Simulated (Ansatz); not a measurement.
## Cu3N: response to strain

Consider Cu₃N (space group Pm-3m, No. 221; a = 3.827 Å).

Strains are applied to the cell and any free atomic positions relax.

Calculations: Kohn–Sham DFT with the PBE functional, run in Ansatz (a quantum-chemistry and plane-wave program) with PAW and 420 eV plane waves, no SOC.

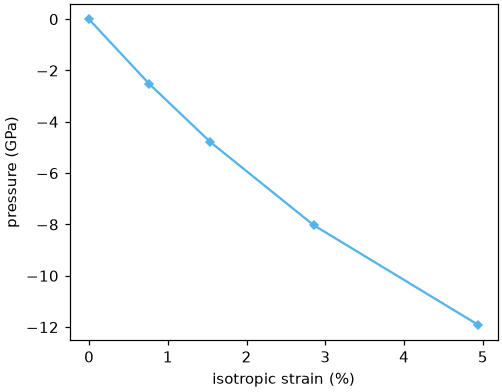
Figure. Pressure against isotropic strain

Question: From the plot, what is the pressure for isotropic strain +4.94 %?

Answer: About -11.9 GPa.

Question: Is the trend monotonic over the range shown?

Answer: Yes, it falls throughout, spanning -11.91 GPa to -0.01 GPa.

Whether these cells are dynamically stable was not tested. The final runs are not spin-polarised.
